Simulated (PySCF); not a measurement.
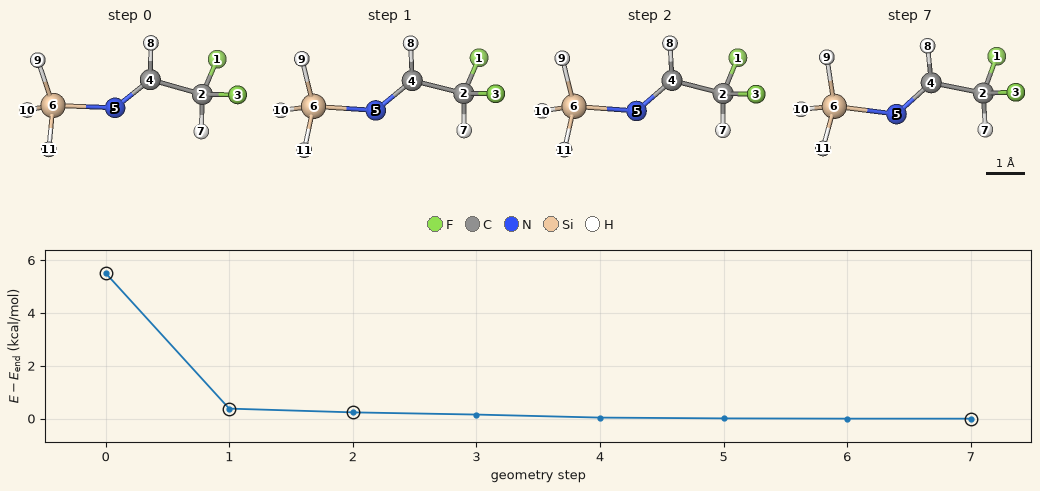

Frames of a relaxation of C2H5F2NSi, marked on the history of the run. A ball-and-stick model, seen at a tilt.

The start comes from GFN2-xTB. Its atoms were then displaced at random by about 0.01 Å.

Method: PySCF, PBE0-D3(BJ)/def2-SVP geometry optimisation, gas phase. 

Question: Describe the path.

Answer: Over 7 geometry steps the energy falls by 5.52 kcal/mol. The largest move after the best rigid fit is that of H9, 0.26 Å. Largest moves by element: H 0.26 Å, N 0.19 Å, F 0.10 Å, C 0.10 Å, Si 0.04 Å. Among the contacts that change: C4–N5 1.210 → 1.260 Å, Si6–H10 1.445 → 1.490 Å, C2–C4 1.548 → 1.508 Å, N5–Si6 1.728 → 1.762 Å. Among the angles between lasting bonds that change: C4–N5–Si6 133.9° → 125.0°, N5–Si6–H10 101.9° → 107.6°, H10–Si6–H11 114.4° → 109.7°. The run took 37 s on 1 thread of Arm Neoverse V1 (shared host). From step 0 to 1: H10 moves most (0.18 Å), energy −5.14 kcal/mol. From step 1 to 2: H10 moves most (0.04 Å), energy −0.14 kcal/mol. From step 2 to 7: H9 moves most (0.12 Å), energy −0.24 kcal/mol.
